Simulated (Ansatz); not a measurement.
# C₂H₂BCl: single points with varied inputs

Aim: run C₂H₂BCl under a spread of inputs, and see what each costs and gives.

Method: the settings change from run to run; program: Ansatz 0.2.0, Gaussian basis.

## 1. The geometry

An earlier PBE0-D4 in a triple-zeta def2 set relaxation fixed the geometry.

SMILES `ClC1=CB1`, 6 atoms, charge 0, spin multiplicity 1.

Atoms are counted from 1 here; the program's logs count them from 0.

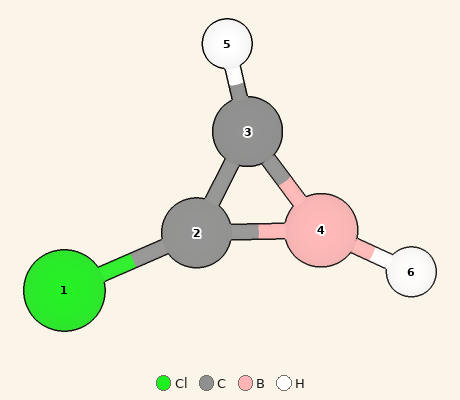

The structure; chlorine green, carbon grey, boron pink, hydrogen white; atoms are numbered from 1 in the order of the file.

Geometry (Å):

```
Cl   -0.9801   -2.1067   -0.4640
C    -0.3544   -0.5683   -0.1602
C     0.7880    0.0071    0.2396
B    -0.3551    0.8934   -0.0591
H     1.7938   -0.2520    0.5385
H    -0.8501    1.9624   -0.1409
```

## 2. r2SCAN0/def2-SVP

Options: atoms shaken by 0.15 Å.

Contents of in.yaml:

```yaml
crystal:
  periodic: [false, false, false]
  atoms:
    - {symbol: Cl, position_ang: [-0.808510, -2.002233, -0.283315]}
    - {symbol: C, position_ang: [-0.239812, -0.494153, -0.292862]}
    - {symbol: C, position_ang: [0.650246, 0.028087, 0.172506]}
    - {symbol: B, position_ang: [-0.292692, 0.831301, -0.100477]}
    - {symbol: H, position_ang: [1.629182, -0.078135, 0.729428]}
    - {symbol: H, position_ang: [-1.102622, 1.951586, -0.011746]}
basis:
  gaussian: {orbitals: def2-SVP}
hamiltonian: {xc: {name: r2SCAN0}}
```

The run is started by

```sh
$ ansatz run in.yaml --threads 2 --pin off --events-out ev --progress --plain --max-ram 4352MiB
```

Output:

```text
Functional definition: r2SCAN0
  name "r2SCAN0"
  cite "Bursch, Neugebauer, Ehlert & Grimme, J. Chem. Phys. 156, 134105 (2022) doi:10.1063/5.0086040"
  cite "Furness, Kaplan, Ning, Perdew & Sun, J. Phys. Chem. Lett. 11, 8208 (2020) doi:10.1021/acs.jpclett.0c02405"
  cite "Furness, Kaplan, Ning, Perdew & Sun, J. Phys. Chem. Lett. 11, 9248 (2020) doi:10.1021/acs.jpclett.0c03077"
  parent r2scan
  parameter a = 0.25
  parameter k0 = 0.174
  parameter k1 = 0.065
  parameter a1 = 4.9479
  exchange = (1 - a)*r2scan_x(k0 = k0, k1 = k1, a1 = a1) + a*exact_x
  correlation = r2scan_c
694 factors; integrals over basis functions are off by at most 1.1e-3 eV
mean field evaluation 1: about -15282.6235 eV, gradient 5.7e1 eV
mean field evaluation 2: about -15279.7407 eV, gradient 6.5e1 eV
mean field evaluation 4: about -15290.5046 eV, gradient 2.1e0 eV
mean field evaluation 8: about -15290.7483 eV, gradient 2.0e-1 eV
mean field evaluation 16: about -15290.7484 eV, gradient 3.4e-5 eV
mean field -15290.74842852 eV, -561.9246403068 hartree, gradient 3.4e-5 eV, S^2 0.000000; 0 other end points of the search recorded, 0 dependent functions left out
reference -15290.74843444 eV, -561.9246405240 hartree; 18, 18 occupied and 52, 52 virtual orbitals, 694 factors
Total energy: -15290.74843444 eV, -561.9246405240 hartree
```

Run time: 1.6 s. Hardware: 2 threads of Arm Neoverse V2, shared host.

## 3. MP2/aug-cc-pVTZ

Contents of in.yaml:

```yaml
crystal:
  periodic: [false, false, false]
  atoms:
    - {symbol: Cl, position_ang: [-0.980052, -2.106663, -0.464033]}
    - {symbol: C, position_ang: [-0.354391, -0.568309, -0.160233]}
    - {symbol: C, position_ang: [0.787977, 0.007094, 0.239574]}
    - {symbol: B, position_ang: [-0.355116, 0.893401, -0.059092]}
    - {symbol: H, position_ang: [1.793802, -0.252024, 0.538489]}
    - {symbol: H, position_ang: [-0.850119, 1.962402, -0.140906]}
basis:
  gaussian: {orbitals: aug-cc-pVTZ}
hamiltonian: {xc: {name: HF}}
correlation: {method: mp2}
```

Launched as before.

Output:

```text
Functional definition: HF
  name "HF"
  cite "Fock, Z. Phys. 61, 126 (1930) doi:10.1007/BF01340294"
  parent pbe
  exchange = exact_x
  correlation = 0
1358 factors; integrals over basis functions are off by at most 1.1e-3 eV
mean field evaluation 1: about -15264.6826 eV, gradient 3.2e1 eV
mean field evaluation 2: about -15264.8775 eV, gradient 3.2e1 eV
mean field evaluation 4: about -15267.6021 eV, gradient 3.5e0 eV
mean field evaluation 8: about -15267.6582 eV, gradient 2.6e-1 eV
mean field evaluation 16: about -15267.6589 eV, gradient 4.1e-6 eV
mean field -15267.65888482 eV, -561.0761152261 hartree, gradient 4.1e-6 eV, S^2 0.000000; 0 other end points of the search recorded, 0 dependent functions left out
8 core orbitals not correlated: weight in the atoms' cores, before any rotation towards them, 1.000 or more for the frozen orbitals, at most 0.000 for the correlated occupied ones
reference -15267.65888482 eV, -561.0761152261 hartree; 10, 10 occupied and 216, 216 virtual orbitals, 1358 factors
second order -16.13302630 eV of doubles, -0.00000000 eV of singles
Total energy: -15283.79191112 eV, -561.6689930073 hartree
```

It took 3.5 s on 2 threads of Arm Neoverse V2, shared host; peak memory 0.58 GiB.

## 4. PBE/x2c-TZVPPall

Set apart from the defaults: density fitting with def2-universal-jkfit, D4 dispersion, relativity set to scalar, high accuracy.

in.yaml: that of step 3 with these lines changed.

```diff
@@ -10,4 +10,4 @@
 basis:
-  gaussian: {orbitals: aug-cc-pVTZ}
-hamiltonian: {xc: {name: HF}}
-correlation: {method: mp2}
+  gaussian: {orbitals: x2c-TZVPPall, fitting: {mean_field: def2-universal-jkfit}}
+hamiltonian: {xc: {name: PBE}, dispersion: d4, pseudopotentials: {relativity: scalar}}
+accuracy: high
```

Same command.

Output:

```text
Functional definition: PBE
  name "PBE"
  cite "Perdew, Burke & Ernzerhof, Phys. Rev. Lett. 77, 3865 (1996) doi:10.1103/PhysRevLett.77.3865"
  parent pbe
  parameter kappa = 0.804
  parameter beta = 0.06672455060314922
  exchange = pbe_x(kappa = kappa, mu = beta*pi^2/3)
  correlation = pbe_c(beta = beta)
389 factors; integrals over basis functions are off by at most 1.4e0 eV
mean field evaluation 1: about -15321.8853 eV, gradient 7.5e1 eV
mean field evaluation 2: about -15274.1654 eV, gradient 1.5e2 eV
mean field evaluation 4: about -15334.2253 eV, gradient 2.6e1 eV
mean field evaluation 8: about -15335.8187 eV, gradient 5.8e-2 eV
mean field evaluation 16: about -15335.8182 eV, gradient 1.8e-5 eV
mean field -15335.81823647 eV, -563.5809251995 hartree, gradient 5.9e-8 eV, S^2 0.000000; 0 other end points of the search recorded, 0 dependent functions left out
reference -15335.81823984 eV, -563.5809253233 hartree; 18, 18 occupied and 145, 145 virtual orbitals, 389 factors
Total energy: -15335.93438987 eV, -563.5851937579 hartree
Relativity: scalar
```

It took 2.7 s on 2 threads of Arm Neoverse V2, shared host.

## 5. B3LYP5/cc-pVTZ

Set apart from the defaults: multiplicity 3, a point charge of -1.00 e beside it.

in.yaml: that of step 4 with these lines changed.

```diff
@@ -10,4 +10,5 @@
 basis:
-  gaussian: {orbitals: x2c-TZVPPall, fitting: {mean_field: def2-universal-jkfit}}
-hamiltonian: {xc: {name: PBE}, dispersion: d4, pseudopotentials: {relativity: scalar}}
-accuracy: high
+  gaussian: {orbitals: cc-pVTZ, point_charges: [{charge: -1.00, position_ang: [5.047, -0.876, 0.371]}]}
+magnetization: {spin_polarized: true, initial_magnetization: 2}
+hamiltonian: {xc: {name: B3LYP5}}
+output: {forces: true}
```

Launched as before.

Output, shortened:

```text
Functional definition: B3LYP5
  name "B3LYP5"
  cite "Stephens, Devlin, Chabalowski & Frisch, J. Phys. Chem. 98, 11623 (1994) doi:10.1021/j100096a001"
  cite "Becke, Phys. Rev. A 38, 3098 (1988) doi:10.1103/PhysRevA.38.3098"
  cite "Lee, Yang & Parr, Phys. Rev. B 37, 785 (1988) doi:10.1103/PhysRevB.37.785"
  cite "Vosko, Wilk & Nusair, Can. J. Phys. 58, 1200 (1980) doi:10.1139/p80-159"
[...]
948 factors; their error is unknown
[...]
mean field -15296.80224898 eV, -562.1471141049 hartree, gradient 1.5e-7 eV, S^2 2.014976; 6 other end points of the search recorded, 0 dependent functions left out
[...]
reference -15296.80248330 eV, -562.1471227161 hartree; 19, 17 occupied and 133, 135 virtual orbitals, 948 factors
Total energy: -15296.80248330 eV, -562.1471227161 hartree
Atom 0 at    -0.980052    -2.106663    -0.464033 Å, force    -0.673254     0.515829    -0.185088 eV/Å
Atom 1 at    -0.354391    -0.568309    -0.160233 Å, force    -2.231677    -6.280835    -1.124984 eV/Å
Atom 2 at     0.787977     0.007094     0.239574 Å, force     1.454466     2.499806     0.658066 eV/Å
Atom 3 at    -0.355116     0.893401    -0.059092 Å, force     1.731655     3.272206     0.801843 eV/Å
Atom 4 at     1.793802    -0.252024     0.538489 Å, force     0.305129     0.307239    -0.004408 eV/Å
Atom 5 at    -0.850119     1.962402    -0.140906 Å, force    -0.435129    -0.331076    -0.171892 eV/Å
Dipole moment:     0.223048     0.025664     0.032710 e Å
```

Wall time 16 s (2 threads of Arm Neoverse V2, shared host); peak memory 0.49 GiB.

Largest force 6.760 eV/Å, dipole 1.09 D, ⟨S²⟩ 2.015.

## 6. BLYP/def2-SVPD

This run has atoms shaken by 0.03 Å.

Contents of in.yaml:

```yaml
crystal:
  periodic: [false, false, false]
  atoms:
    - {symbol: Cl, position_ang: [-0.996823, -2.157096, -0.486231]}
    - {symbol: C, position_ang: [-0.386710, -0.574346, -0.169137]}
    - {symbol: C, position_ang: [0.800773, 0.011332, 0.224030]}
    - {symbol: B, position_ang: [-0.360965, 0.870885, -0.068833]}
    - {symbol: H, position_ang: [1.761259, -0.231073, 0.492958]}
    - {symbol: H, position_ang: [-0.860706, 1.978469, -0.196497]}
basis:
  gaussian: {orbitals: def2-SVPD}
hamiltonian: {xc: {name: BLYP}}
output: {forces: true}
```

Launched as before.

Output, shortened:

```text
Functional definition: BLYP
  name "BLYP"
  cite "Becke, Phys. Rev. A 38, 3098 (1988) doi:10.1103/PhysRevA.38.3098"
  cite "Lee, Yang & Parr, Phys. Rev. B 37, 785 (1988) doi:10.1103/PhysRevB.37.785"
[...]
901 factors; their error is unknown
[...]
mean field -15296.50415655 eV, -562.1361594104 hartree, gradient 1.4e-5 eV, S^2 0.000000; 0 other end points of the search recorded, 0 dependent functions left out
[...]
reference -15296.50448620 eV, -562.1361715247 hartree; 18, 18 occupied and 85, 85 virtual orbitals, 901 factors
Total energy: -15296.50448620 eV, -562.1361715247 hartree
Atom 0 at    -0.996823    -2.157096    -0.486231 Å, force    -0.119728    -0.118007    -0.018900 eV/Å
Atom 1 at    -0.386710    -0.574346    -0.169137 Å, force     1.065880    -0.679669     0.245161 eV/Å
Atom 2 at     0.800773     0.011332     0.224030 Å, force    -3.084590    -0.119203    -0.852288 eV/Å
Atom 3 at    -0.360965     0.870885    -0.068833 Å, force    -0.782714     2.150284    -0.246236 eV/Å
Atom 4 at     1.761259    -0.231073     0.492958 Å, force     2.667709    -0.669716     0.734706 eV/Å
Atom 5 at    -0.860706     1.978469    -0.196497 Å, force     0.253443    -0.563690     0.137556 eV/Å
Dipole moment:     0.214089     0.020272     0.069134 e Å
```

Run time: 1.3 s. Hardware: 2 threads of Arm Neoverse V2, shared host.

Largest force 3.202 eV/Å, dipole 1.08 D.

## 7. B2GP-PLYP/6-31G*

This run has multiplicity 3.

Contents of in.yaml:

```yaml
crystal:
  periodic: [false, false, false]
  atoms:
    - {symbol: Cl, position_ang: [-0.980052, -2.106663, -0.464033]}
    - {symbol: C, position_ang: [-0.354391, -0.568309, -0.160233]}
    - {symbol: C, position_ang: [0.787977, 0.007094, 0.239574]}
    - {symbol: B, position_ang: [-0.355116, 0.893401, -0.059092]}
    - {symbol: H, position_ang: [1.793802, -0.252024, 0.538489]}
    - {symbol: H, position_ang: [-0.850119, 1.962402, -0.140906]}
basis:
  gaussian: {orbitals: "6-31G*"}
magnetization: {spin_polarized: true, initial_magnetization: 2}
hamiltonian: {xc: {name: B2GP-PLYP}}
```

Same command.

Output, shortened:

```text
Functional definition: B2GP-PLYP
  name "B2GP-PLYP"
  cite "Karton, Tarnopolsky, Lamère, Schatz & Martin, J. Phys. Chem. A 112, 12868 (2008) doi:10.1021/jp801805p"
  cite "Becke, Phys. Rev. A 38, 3098 (1988) doi:10.1103/PhysRevA.38.3098"
  cite "Lee, Yang & Parr, Phys. Rev. B 37, 785 (1988) doi:10.1103/PhysRevB.37.785"
[...]
658 factors; integrals over basis functions are off by at most 1.1e-3 eV
[...]
mean field -15283.15554737 eV, -561.6456070709 hartree, gradient 2.4e-6 eV, S^2 2.014987; 5 other end points of the search recorded, 0 dependent functions left out
8 core orbitals not correlated: weight in the atoms' cores, before any rotation towards them, 1.000 or more for the frozen orbitals, at most 0.000 for the correlated occupied ones
reference -15283.15563971 eV, -561.6456104642 hartree; 11, 9 occupied and 49, 51 virtual orbitals, 658 factors
second order -12.90324375 eV of doubles, -0.00000000 eV of singles
Total energy: -15287.80080746 eV, -561.8163172305 hartree
```

Run time: 5.5 s. Hardware: 2 threads of Arm Neoverse V2, shared host.

⟨S²⟩ 2.015.

## 8. B97M-V/x2c-TZVPPall

Options: atoms shaken by 0.03 Å.

Contents of in.yaml:

```yaml
crystal:
  periodic: [false, false, false]
  atoms:
    - {symbol: Cl, position_ang: [-0.933133, -2.173957, -0.527890]}
    - {symbol: C, position_ang: [-0.365406, -0.568819, -0.170196]}
    - {symbol: C, position_ang: [0.792576, 0.044305, 0.301050]}
    - {symbol: B, position_ang: [-0.351905, 0.890263, -0.076608]}
    - {symbol: H, position_ang: [1.785187, -0.245714, 0.531112]}
    - {symbol: H, position_ang: [-0.866956, 1.948541, -0.114522]}
basis:
  gaussian: {orbitals: x2c-TZVPPall}
hamiltonian: {xc: {name: B97M-V}}
output: {forces: true}
```

The command is unchanged.

Output, shortened:

```text
Functional definition: B97M-V
  name "B97M-V"
  cite "Mardirossian & Head-Gordon, J. Chem. Phys. 142, 074111 (2015) doi:10.1063/1.4907719"
  cite "Becke, J. Chem. Phys. 107, 8554 (1997) doi:10.1063/1.475007"
  cite "Vydrov & Van Voorhis, J. Chem. Phys. 133, 244103 (2010) doi:10.1063/1.3521275"
  # Of w^i u^j: cxij and so on, Table III.
[...]
  gx(w, u) = cx00 + cx01*u + cx02*u^2 + (cx10 + cx11*u)*w
  gss(w, u) = css00 + css02*u^2 + css10*w + (css32*w^3 + css42*w^4)*u^2
  gos(w, u) = cos00 + cos01*u + cos03*u^3 + cos10*w + cos32*w^3*u^2
[...]
      + integral(e_c_pw_mod_opposite_spin*gos(b97_w_opposite, b97_u_opposite)) + vv10(b, c)
945 factors; their error is unknown
[...]
mean field -15341.47603936 eV, -563.7888456205 hartree, gradient 8.3e-5 eV, S^2 0.000000; 0 other end points of the search recorded, 0 dependent functions left out
[...]
reference -15341.47609231 eV, -563.7888475665 hartree; 18, 18 occupied and 145, 145 virtual orbitals, 945 factors
Total energy: -15341.47609231 eV, -563.7888475665 hartree
Relativity: scalar
Atom 0 at    -0.933133    -2.173957    -0.527890 Å, force     0.374164     1.137335     0.245884 eV/Å
Atom 1 at    -0.365406    -0.568819    -0.170196 Å, force     1.738255     0.036152     0.616994 eV/Å
Atom 2 at     0.792576     0.044305     0.301050 Å, force    -2.378686    -1.271594    -1.453765 eV/Å
Atom 3 at    -0.351905     0.890263    -0.076608 Å, force    -0.300067     0.162114     0.365712 eV/Å
Atom 4 at     1.785187    -0.245714     0.531112 Å, force     0.511835    -0.041618     0.380881 eV/Å
Atom 5 at    -0.866956     1.948541    -0.114522 Å, force     0.054499    -0.022390    -0.155705 eV/Å
Dipole moment:     0.211679     0.016039     0.050898 e Å
```

Wall time 6 s (2 threads of Arm Neoverse V2, shared host).

Largest force 3.064 eV/Å, dipole 1.05 D.

## 9. B2PLYP/cc-pVTZ-DK

Set apart from the defaults: atoms shaken by 0.08 Å, high accuracy.

Contents of in.yaml:

```yaml
crystal:
  periodic: [false, false, false]
  atoms:
    - {symbol: Cl, position_ang: [-0.918179, -2.077745, -0.438206]}
    - {symbol: C, position_ang: [-0.432224, -0.489819, -0.266069]}
    - {symbol: C, position_ang: [0.866857, -0.061003, 0.308897]}
    - {symbol: B, position_ang: [-0.370528, 0.890131, 0.016638]}
    - {symbol: H, position_ang: [1.784182, -0.285757, 0.566678]}
    - {symbol: H, position_ang: [-0.803391, 2.060484, -0.118505]}
basis:
  gaussian: {orbitals: cc-pVTZ-DK}
hamiltonian: {xc: {name: B2PLYP}}
accuracy: high
output: {forces: true}
```

Launched as before.

Output, shortened:

```text
Functional definition: B2PLYP
  name "B2PLYP"
  cite "Grimme, J. Chem. Phys. 124, 034108 (2006) doi:10.1063/1.2148954"
  cite "Becke, Phys. Rev. A 38, 3098 (1988) doi:10.1103/PhysRevA.38.3098"
  cite "Lee, Yang & Parr, Phys. Rev. B 37, 785 (1988) doi:10.1103/PhysRevB.37.785"
[...]
2507 factors; integrals over basis functions are off by at most 3.6e-9 eV
[...]
mean field -15332.02656862 eV, -563.4415839759 hartree, gradient 5.3e-8 eV, S^2 0.000000; 0 other end points of the search recorded, 0 dependent functions left out
8 core orbitals not correlated: weight in the atoms' cores, before any rotation towards them, 1.000 or more for the frozen orbitals, at most 0.000 for the correlated occupied ones
reference -15332.02659243 eV, -563.4415848507 hartree; 10, 10 occupied and 134, 134 virtual orbitals, 2507 factors
second order -19.85586036 eV of doubles, -0.00000000 eV of singles
[...]
Total energy: -15337.38767472 eV, -563.6386009913 hartree
Relativity: scalar
Atom 0 at    -0.918179    -2.077745    -0.438206 Å, force    -0.988394    -0.841161    -0.700955 eV/Å
Atom 1 at    -0.432224    -0.489819    -0.266069 Å, force     4.985496    -1.615800     2.544735 eV/Å
Atom 2 at     0.866857    -0.061003     0.308897 Å, force   -10.341733     2.741008    -3.694594 eV/Å
Atom 3 at    -0.370528     0.890131     0.016638 Å, force     1.674751     2.772176     0.131745 eV/Å
Atom 4 at     1.784182    -0.285757     0.566678 Å, force     4.223476    -1.479679     1.302107 eV/Å
Atom 5 at    -0.803391     2.060484    -0.118505 Å, force     0.446403    -1.576544     0.416962 eV/Å
Dipole moment:     0.176101    -0.038020     0.075124 e Å
```

It took 23 s on 2 threads of Arm Neoverse V2, shared host; peak memory 0.69 GiB.

Largest force 11.319 eV/Å, dipole 0.94 D.

## 10. r2SCAN0/pcseg-2

Set apart from the defaults: D3(BJ) dispersion.

Contents of in.yaml:

```yaml
crystal:
  periodic: [false, false, false]
  atoms:
    - {symbol: Cl, position_ang: [-0.980052, -2.106663, -0.464033]}
    - {symbol: C, position_ang: [-0.354391, -0.568309, -0.160233]}
    - {symbol: C, position_ang: [0.787977, 0.007094, 0.239574]}
    - {symbol: B, position_ang: [-0.355116, 0.893401, -0.059092]}
    - {symbol: H, position_ang: [1.793802, -0.252024, 0.538489]}
    - {symbol: H, position_ang: [-0.850119, 1.962402, -0.140906]}
basis:
  gaussian: {orbitals: pcseg-2}
hamiltonian: {xc: {name: r2SCAN0}, dispersion: d3bj}
```

Launched as before.

Output, shortened:

```text
Warning: the engine holds no damping parameters fitted to this dispersion correction and functional, so the run takes those fitted to r2scan0 beside the three-body term, which d3bj leaves out (hamiltonian.dispersion, under Limitations)
Functional definition: r2SCAN0
  name "r2SCAN0"
  cite "Bursch, Neugebauer, Ehlert & Grimme, J. Chem. Phys. 156, 134105 (2022) doi:10.1063/5.0086040"
  cite "Furness, Kaplan, Ning, Perdew & Sun, J. Phys. Chem. Lett. 11, 8208 (2020) doi:10.1021/acs.jpclett.0c02405"
  cite "Furness, Kaplan, Ning, Perdew & Sun, J. Phys. Chem. Lett. 11, 9248 (2020) doi:10.1021/acs.jpclett.0c03077"
  parent r2scan
[...]
875 factors; their error is unknown
[...]
mean field -15302.15143689 eV, -562.3436931348 hartree, gradient 2.8e-5 eV, S^2 0.000000; 0 other end points of the search recorded, 0 dependent functions left out
reference -15302.15144758 eV, -562.3436935278 hartree; 18, 18 occupied and 134, 134 virtual orbitals, 875 factors
Total energy: -15302.18743888 eV, -562.3450161836 hartree
```

Run time: 2.7 s. Hardware: 2 threads of Arm Neoverse V2, shared host.

## 11. The runs in one table

| level | charge | multiplicity | geometry | functions | energy (eV) | time |
| --- | --- | --- | --- | --- | --- | --- |
| r2SCAN0/def2-SVP | 0 | 1 | shaken | 70 | -15290.748 | 1.6 s |
| MP2/aug-cc-pVTZ | 0 | 1 | relaxed | 234 | -15283.792 | 3.5 s |
| PBE/x2c-TZVPPall | 0 | 1 | relaxed | 163 | -15335.934 | 2.7 s |
| B3LYP5/cc-pVTZ | 0 | 3 | relaxed, point charge | 152 | -15296.802 | 16 s |
| BLYP/def2-SVPD | 0 | 1 | shaken | 103 | -15296.504 | 1.3 s |
| B2GP-PLYP/6-31G* | 0 | 3 | relaxed | 68 | -15287.801 | 5.5 s |
| B97M-V/x2c-TZVPPall | 0 | 1 | shaken | 163 | -15341.476 | 6 s |
| B2PLYP/cc-pVTZ-DK | 0 | 1 | shaken | 152 | -15337.388 | 23 s |
| r2SCAN0/pcseg-2 | 0 | 1 | relaxed | 152 | -15302.187 | 2.7 s |

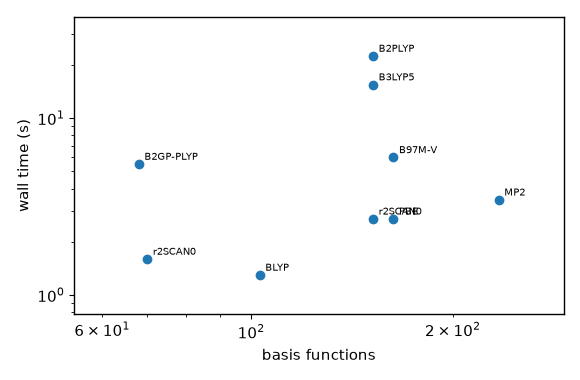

Wall time against the number of basis functions (shared host).

## 12. What came out

```
                                         quantity                    value
                                             runs                        9
                                         quickest    BLYP/def2-SVPD, 1.3 s
                                          slowest  B2PLYP/cc-pVTZ-DK, 23 s
spread of total energies, same state and geometry                  52.1 eV
```

What this shows: Run time spans a factor of 17, from BLYP/def2-SVPD to B2PLYP/cc-pVTZ-DK. The jobs differ in tasks and options as well as level. The totals spread over 52 eV; they can't be compared across methods or bases. Some of these runs are scalar-relativistic and others not, which shifts the totals of all-electron atoms past neon by eV; core potentials, where a basis has them, take the core out of the total altogether.
